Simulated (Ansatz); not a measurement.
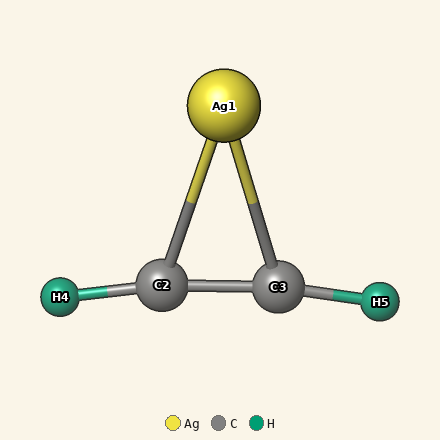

The system is C₂H₂Ag, charge +1; the picture shows the reference structure. The turn is about an axis along (0.95, −0.32, −0.03) in the frame of the relaxed pair, normal to the line between the partners. Coordinates scanned: (1) distance C3···Ag1; (2) turn of Ag1 about C3. The scan uses a 15 × 15 grid. At 52 points there is no value (left out of the scan, as a rule where atoms come close). Points are written as (first, second). All energies are given in eV relative to the lowest grid point. Theory: RKS PBE0-D4/def2-SVPD (Ansatz 0.2.0).

Its coordinates:

| atom | x (Å) | y (Å) | z (Å) |
| --- | --- | --- | --- |
| Ag | 0.3013 | 1.0604 | -1.5135 |
| C | 0.1051 | 0.2486 | 0.6716 |
| C | -0.2291 | -0.6848 | -0.0490 |
| H | 0.3703 | 0.9697 | 1.4349 |
| H | -0.5477 | -1.5938 | -0.5440 |

Range: distance C3···Ag1 from 1.965 to 3.965 Å; turn of Ag1 about C3 from −90.0 to 90.0°.

### Predict the map.

The lowest grid point is at (2.311 Å, 0.0°). No other kind of well shows on this grid. The highest grid point, (2.723 Å, 51.4°), lies 5.66 eV above the lowest. Round the minimum the two coordinates are nearly uncoupled.

```csv
"turn of Ag1 about C3 ↓, distance C3···Ag1 →",1.965,2.015,2.096,2.196,2.311,2.438,2.576,2.723,2.879,3.042,3.214,3.392,3.577,3.768,3.965
90.0,–,–,–,–,–,–,–,–,–,–,–,–,2.77,2.00,1.70
77.1,–,–,–,–,–,–,–,–,–,–,–,–,3.75,2.40,1.86
64.3,–,–,–,–,–,–,–,–,–,–,–,3.38,2.22,1.72,1.53
51.4,–,–,–,–,–,–,–,5.66,3.50,2.24,1.56,1.26,1.16,1.16,1.21
38.6,–,–,–,–,–,3.82,2.30,1.40,0.93,0.73,0.70,0.75,0.85,0.96,1.07
25.7,–,–,3.82,2.53,1.55,0.91,0.54,0.37,0.35,0.41,0.51,0.64,0.78,0.91,1.02
12.9,1.83,1.41,0.91,0.50,0.24,0.12,0.10,0.15,0.26,0.38,0.53,0.67,0.81,0.93,1.04
0.0,0.62,0.42,0.20,0.06,0.00,0.02,0.09,0.20,0.33,0.47,0.62,0.75,0.88,0.98,1.08
−12.9,0.44,0.31,0.17,0.09,0.08,0.13,0.21,0.33,0.46,0.59,0.73,0.85,0.96,1.05,1.14
−25.7,0.58,0.46,0.33,0.26,0.25,0.30,0.38,0.48,0.61,0.73,0.84,0.95,1.05,1.13,1.20
−38.6,0.83,0.70,0.56,0.48,0.46,0.49,0.56,0.65,0.76,0.87,0.97,1.06,1.14,1.21,1.27
−51.4,1.23,1.07,0.89,0.76,0.71,0.72,0.76,0.84,0.92,1.01,1.10,1.17,1.24,1.30,1.35
−64.3,2.00,1.74,1.44,1.20,1.06,1.00,1.01,1.04,1.10,1.16,1.23,1.29,1.34,1.39,1.42
−77.1,3.81,3.26,2.58,2.03,1.65,1.42,1.31,1.28,1.29,1.32,1.37,1.41,1.45,1.48,1.50
−90.0,–,–,–,3.58,2.65,2.06,1.72,1.56,1.49,1.47,1.49,1.51,1.54,1.55,1.57
```

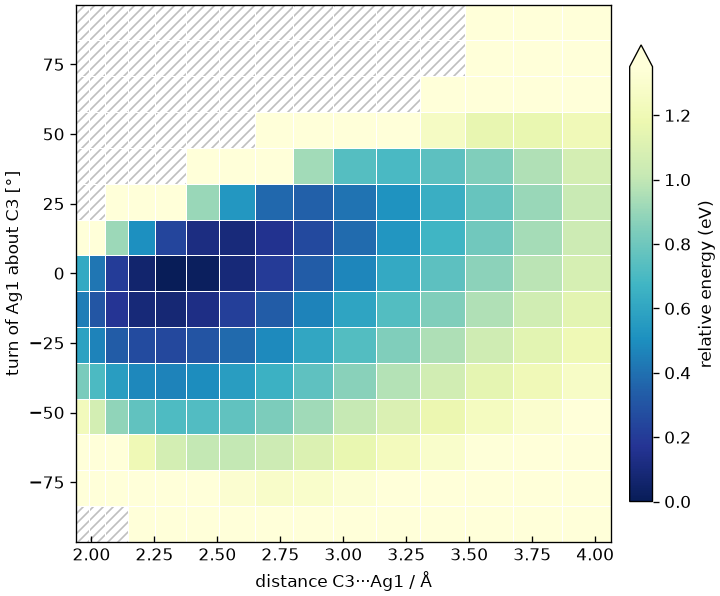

The picture shows one coloured cell a grid point, one colour for all values above the top of the scale, hatched blanks where no value was computed.

Each point was launched as `ansatz run input.yaml --threads 1 --pin off --max-ram 2560MiB --backend cpu --events-out ev --progress --plain --runs-dir out`. Time for the 173 points that were run: 8.1 min on 1 thread of AMD EPYC 7R43 64-Core Processor (Zen 3), on a shared host.
